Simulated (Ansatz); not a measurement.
# Te2Pb (model cell, started as rutile): phonons and vibrational spectra, part 2 of 2

Wanted: phonon frequencies of Te2Pb (model cell, started as rutile) and what follows from them.

Ansatz 0.2.0; DFT PBEsol, scalar-relativistic, plane waves, PAW.

So far: The starting structure; Bringing the structure to rest. The relaxed cell has a = 6.284, c = 5.730 Å (conventional setting).

The structure was built from a prototype and need not be the compound's stable phase.

## 3. Relaxing to small forces for the phonons

Phonons need a cell at rest on their own settings, so the relaxation is repeated with tight tolerances on forces and stress, using the mesh and the filling of the phonon run that follows.

File input.yaml:

```yaml
crystal:
  lattice:
    - [6.284254466, 0.0, 0.0]
    - [0.0, 6.284254466, 0.0]
    - [0.0, 0.0, 5.7297807667]
  atoms:
    - { symbol: Pb, position: [0.0, 0.0, 0.0] }
    - { symbol: Pb, position: [0.5, 0.5, 0.5] }
    - { symbol: Te, position: [0.3390624589, 0.3390624589, 0.0] }
    - { symbol: Te, position: [0.6609375411, 0.6609375411, 0.0] }
    - { symbol: Te, position: [0.8390624589, 0.1609375411, 0.5] }
    - { symbol: Te, position: [0.1609375411, 0.8390624589, 0.5] }
kpoints:
  mp_grid: { grid: [6, 6, 8] }
hamiltonian:
  xc: pbesol
scf:
  occupations: { method: methfessel_paxton, width: 0.2 }
output:
  forces: true
  stress: true
  eigenvalues: true
relax:
  adjacent_minimum: "off"
  f_tol: 0.001
  max_steps: 60
  cell: { stress_tol: 0.01 }
```

On the command line:

```console
$ ansatz run input.yaml --threads 8 --pin off --max-ram 14336MiB --backend cpu --events-out ev --progress --plain --runs-dir out
```

Numbers of over 12 decimals in the logs are rounded to 6 here.

The log of the run:

```text
[...]
Crystal: 6 atoms, lattice volume = 226.280 Å³
Basis set: ecut = 420 eV, 4431 PW (Γ), exchange–correlation on 90×90×80 points (8 copies of the dense FFT grid, shifted against one another)
Bands: 56, of which v1, the nominal top of the filled ones, is band 46 counted from 1 (45 counted from 0)
Symmetry: 16 space group operations
[...]
k-points: 50 of 288
[...]
cell:  # Å, volume = 226.2879 Å³
    - [6.283744, 0, 0.0]
    - [0, 6.283744, 0.0]
    - [0.0, 0.0, 5.730920]
  atoms:
    - { symbol: Pb, position: [0, 0, 0.0] }
    - { symbol: Pb, position: [0.5, 0.5, 0.5] }
    - { symbol: Te, position: [0.339119, 0.339119, 0.0] }
    - { symbol: Te, position: [0.660881, 0.660881, 0.0] }
    - { symbol: Te, position: [0.839119, 0.160881, 0.5] }
    - { symbol: Te, position: [0.160881, 0.839119, 0.5] }
[key lines of the parts left out:]
SCF converged after 7 iterations
Free energy (F): -51114.916494 eV
Fermi energy:    6.831732 eV
P = ⅓ Tr σ = 0.0024 GPa (0.024 kbar)
```

Run time: 17 s. Hardware: 8 threads of Arm Neoverse V2, shared host; peak memory 1.2 GiB; 2.2 min of CPU time.

Little changed from the start: no atom moved by 0.005 Å and no cell edge by 0.1 %.

Numbers from this step:

```
pressure : 0.002435 GPa
```

The largest force component left is 0.34 meV/Å and the pressure is 0.002 GPa, within the tolerances set. The cell now holds 37.71 Å³/atom.

## 4. Linear response at the zone centre

The zone centre is the only wavevector solved here; it holds the modes that light can see, as far as symmetry allows. No field response is asked, since the mesh shows no gap.

File input.yaml:

```yaml
crystal:
  lattice:
    - [6.2837440113, 0.0, 0.0]
    - [0.0, 6.2837440113, 0.0]
    - [0.0, 0.0, 5.7309201388]
  atoms:
    - { symbol: Pb, position: [0.0, 0.0, 0.0] }
    - { symbol: Pb, position: [0.5, 0.5, 0.5] }
    - { symbol: Te, position: [0.3391187516, 0.3391187516, 0.0] }
    - { symbol: Te, position: [0.6608812484, 0.6608812484, 0.0] }
    - { symbol: Te, position: [0.8391187516, 0.1608812484, 0.5] }
    - { symbol: Te, position: [0.1608812484, 0.8391187516, 0.5] }
kpoints:
  mp_grid: { grid: [6, 6, 8] }
hamiltonian:
  xc: pbesol
scf:
  occupations: { method: methfessel_paxton, width: 0.2 }
output:
  eigenvalues: true
phonons:
  method: dfpt
```

The log of the run:

```text
zone centre: on kpoints.mp_grid the ground state, and the responses unless they are solved on pairs of k-points, stand on 100 of the mesh's 288 k-points, reduced under 2 symmetry operations, with k and −k counted as one. Each operation leaves every solved displacement unchanged or reverses it
[...]
Crystal: 6 atoms, lattice volume = 226.288 Å³
Basis set: ecut = 420 eV, 4431 PW (Γ), exchange–correlation on 96×96×80 points (8 copies of the dense FFT grid, shifted against one another)
Bands: 56, of which v1, the nominal top of the filled ones, is band 46 counted from 1 (45 counted from 0)
Symmetry: 16 space group operations
k-points: 100 of 288 (irreducible under 2 space group operations, time reversal used)
[...]
SCF iter   1: F=—  HF=-51114.925583 eV  |F-HF|=—  |Δ(HF+E_count)|=         —  Δρ=2.47e-3  dr2=2.61e-2  ethr=1.77e-3  ⟨swp⟩=7.7  Hψ=23162  notcnv=0
[...]
SCF iter  10: F=-51114.916494 eV  HF=-51114.916494 eV  |F-HF|=1.46e-11  |Δ(HF+E_count)|=  3.64e-11  S|Δr|=    0.00e0  Δρ=4.87e-8  dr2=3.73e-12  ethr=1.00e-12  ⟨swp⟩=11.1  Hψ=35201  notcnv=0
SCF 1 converged in 10 iterations: F = -51114.916494 eV  dr2 = 3.73e-12
[...]
DFPT response loops at Γ: preconditioner auto → Kerker (q_TF=auto, 2.348 Å⁻¹) (partly filled bands, converged f_vac=0.029); β = 1.00, the filter's whole step (`scf.mixing.beta` (0.50) is not read by the response loops under this deck's `scf.mixing.preconditioner`; to damp them name `kerker` or `kerker_dos`, under which they read `scf.mixing.beta`, and type it under 1.00, their step now; both keys bind the ground state too); Broyden in place of MSR1
SCF converged after 10 iterations
[...]
Free energy (F): -51114.916494 eV
[...]
Internal energy: -51114.908362 eV  (E = F + TS)
E sigma→0 (E₀):  -51114.914461 eV
Entropy (-TS):   -0.008132 eV (-1.355 meV/atom)
Fermi energy:    6.831732 eV
[...]
--- Band table (eV; the first three rows and the last of 100) ---
  k-point 0: bands = [... 42 lower, 5.0031, 6.1586, 6.1586, 6.5588, 6.5588, 6.9719, 7.9987, 7.9987, ... 6 higher]
  k-point 1: bands = [... 42 lower, 5.0553, 5.7123, 5.7123, 6.6771, 6.6771, 6.8537, 8.3549, 8.3549, ... 6 higher]
  k-point 2: bands = [... 42 lower, 5.2216, 5.2216, 5.5108, 6.4731, 6.4731, 6.5518, 9.0900, 9.2061, ... 6 higher]
  k-point 99: bands = [... 42 lower, 6.3343, 6.3343, 6.4303, 6.4303, 7.0256, 7.0256, 9.2349, 9.2349, ... 6 higher]
--- Phonons (Γ-DFPT): 4 representative perturbations + reference, on 100 of 288 k-points (Σ response iterations 12) ---
  k mesh reduced under 2 symmetry operations, with k and −k counted as one. Each operation leaves every solved displacement unchanged or reverses it
  ASR residual: 1.634e-4 → 0.000e0 eV/Å²; symmetrization residual: 4.799e-5 eV/Å²
  ASR residual per site (eV/Å²): 9.69e-5 9.69e-5 1.63e-4 1.63e-4 1.63e-4 1.63e-4
  Γ frequencies (cm⁻¹): -62.45 -57.05 -31.48 -31.48 -26.29 0.00 0.00 0.00 44.61 44.61 45.21 70.77 70.77 75.75 114.88 114.88 137.73 148.52
  non-analytic LO–TO correction: not included (Born effective charges unavailable; polar crystals: no LO–TO splitting at Γ)
```

Run time: 1.8 min. Hardware: 8 threads; peak memory 4.2 GiB; 13 min of CPU time.

Reading the cycles: dr2 is the Hartree energy of the density residual (eV), the measure of convergence; HF is the Harris–Foulkes estimate of the energy, which meets the free energy F at convergence.

This step gave:

| Property | Result |
| --- | --- |
| sum-rule residual before enforcement | 1.63e-4 eV/Å² |
| point group | 4/mmm |
| highest optical mode at the zone centre (no LO-TO term) | 148.5 cm⁻¹ |
| lowest optical zone-centre mode | -62.45 cm⁻¹ |

Patterns of degenerate modes are one choice out of their space. Modes at Γ, with each element's share of the kinetic energy (negative means imaginary):

```csv
mode,frequency (cm⁻¹),symmetry,Pb %,Te %
1,-62.5,A2g,0,100
2,-57.0,B1g,0,100
3,-31.5,Eu,29,71
4,-31.5,Eu,29,71
5,-26.3,B1u,78,22
6,0.0,acoustic,45,55
7,0.0,acoustic,45,55
8,0.0,acoustic,45,55
9,44.6,Eu,79,21
10,44.6,Eu,79,21
11,45.2,A2u,55,45
12,70.8,Eg,0,100
13,70.8,Eg,0,100
14,75.8,B1u,22,78
15,114.9,Eu,48,52
16,114.9,Eu,48,52
17,137.7,B2g,0,100
18,148.5,A1g,0,100
```

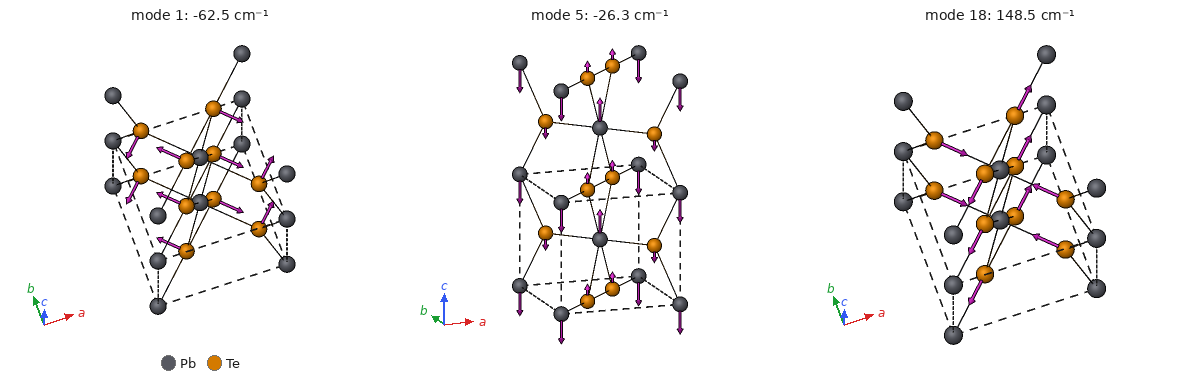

Displacement patterns of modes 1, 5 and 18 at Γ; arrows are exaggerated. 1×1×2 cells are drawn. Some periodic images of atoms are drawn too.

Before it was imposed, the acoustic sum rule was missed by 1.6e-4 eV/Å². Small misses are needed for a sound result but don't prove that mesh and cutoff are converged. The lowest optical mode is imaginary, 62.5i cm⁻¹, so the energy falls along it.

## 5. Results

```
space group after relaxation (within 0.01 Å)            : P4_2/mnm
volume per atom                                         : 37.7 Å³
electronic character                                    : no gap on this mesh
highest optical mode at the zone centre (no LO-TO term) : 149 cm⁻¹
lowest optical zone-centre mode                         : -62.5 cm⁻¹
imaginary modes at Γ (the only wavevector solved)       : yes
```

What this shows: A zone-centre mode is imaginary (62.5i cm⁻¹), so this structure is not a minimum of the energy. The optical modes at Γ span -62 to 149 cm⁻¹ (negative means imaginary). The dispersion is not part of this account. The highest mode in this list at Γ, 148.5 cm⁻¹, is mostly motion of Te (100 % of the kinetic energy). With no gap, or one that is small against the smearing, the frequencies hang on the k mesh and the smearing, most of all near Kohn anomalies. Spin-orbit coupling is left out, which can matter for the heavy elements here. The starting cell was built on a prototype and not taken from a measurement, so the phase need not exist. These are harmonic frequencies at zero temperature: anharmonic shifts, linewidths and thermal expansion are left out.

[Logs are printed without paths, hosts, clocks, repeated set-up lines and the standing remarks that a program may print on its own settings, such as how far it seeks lower states.]

[Hosts, paths, dates, database ids (printed as entryN), source tags and the programs' standing remarks are cut or masked in the printed files.]
